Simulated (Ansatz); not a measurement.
Band structure of MnNiGe (P6_3/mmc, 6 atoms in the cell).

```yaml
crystal:
  lattice:
    - [4.07527, 0.00000, 0.00000]
    - [-2.03763, 3.52929, 0.00000]
    - [0.00000, 0.00000, 5.44216]
  atoms:
    - { symbol: Mn, position: [0.00000, 0.00000, 0.50000], spin: 4.0 }
    - { symbol: Mn, position: [0.00000, 0.00000, 0.00000], spin: 4.0 }
    - { symbol: Ni, position: [0.33333, 0.66667, 0.75000] }
    - { symbol: Ni, position: [0.66667, 0.33333, 0.25000] }
    - { symbol: Ge, position: [0.66667, 0.33333, 0.75000] }
    - { symbol: Ge, position: [0.33333, 0.66667, 0.25000] }
```
(The spins are starting values, not results.)

Level of theory: LDA (PW92), PAW files made with PBE (plane waves; Ansatz, an electronic-structure program).

Settings: basis.ecutwfc = 420 eV; kpoints.mp_grid.grid = 5 5 3; hamiltonian.xc = lda; hamiltonian.pseudopotentials = {kind: paw} (the program's default PAW files); magnetization.spin_polarized = true; scf.occupations.method = fermi_dirac; scf.occupations.width = 0.136 eV; kpoints.band_path.npoints = 8.

The starting cell comes from a database of computed structures (which also holds hypothetical and non-ambient phases and stackings), without a prior relaxation at this level. Its lattice was rescaled by a random factor within 2.5 % of one. The magnetic order is the one reached from the typed start; others were not searched systematically.

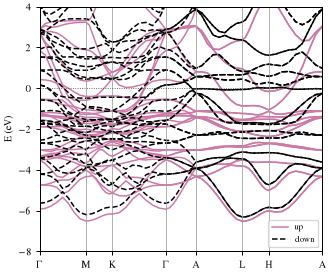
Figure. Bands along the path, energies from the Fermi level.

Levels in eV from the Fermi level, bands 47 to 54 of the first spin channel:
```tsv
point	47	48	49	50	51	52	53	54
Γ	-0.54	-0.54	0.42	1.85	2.75	2.75	2.78	2.88
M	-1.28	-1.21	-1.06	-0.59	-0.40	0.35	1.88	3.23
K	-1.55	-1.12	-1.12	-0.37	0.50	0.50	0.78	0.78
A	-1.13	-1.13	0.80	0.80	3.04	3.04	3.04	3.04
L	-1.24	-1.24	-0.87	-0.87	0.95	0.95	2.36	2.36
H	-1.13	-1.13	-1.06	-1.06	-0.16	-0.16	4.48	4.48
```

Bands cross the Fermi level along this path, so the cell is metallic at this level.

The net moment of the cell came out as 5.59 μB.

Keys are those of Ansatz 0.2.
